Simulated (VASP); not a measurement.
Band structure of CsCl (CsCl type). Computed with TPSS meta-GGA, VASP's PBE PAW potentials (set 64) (plane waves; VASP 6.6.1).

Unless said otherwise, spin-orbit coupling is left out, though it shifts the bands of the heavy elements here.

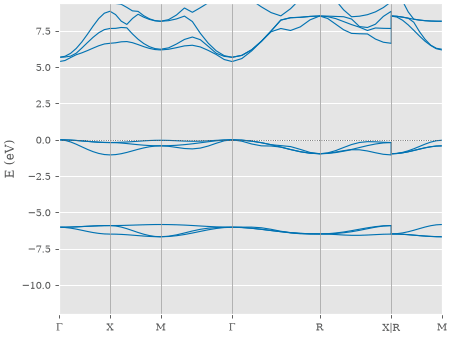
*Bands along high-symmetry lines, zero at the valence-band maximum or, without a gap, the Fermi level*

Task: Read the plot: is there a gap, and where are the band edges?

Result: The gap is direct, 5.39 eV, from the valence maximum at Γ to the conduction minimum at Γ.

Measured: gap 8.35 eV at 80 K (computed value off by -2.96 eV), as given by Wikipedia, Caesium chloride.

The compound is CsCl in the CsCl type structure. It was relaxed first, which changed the volume by +6 %.
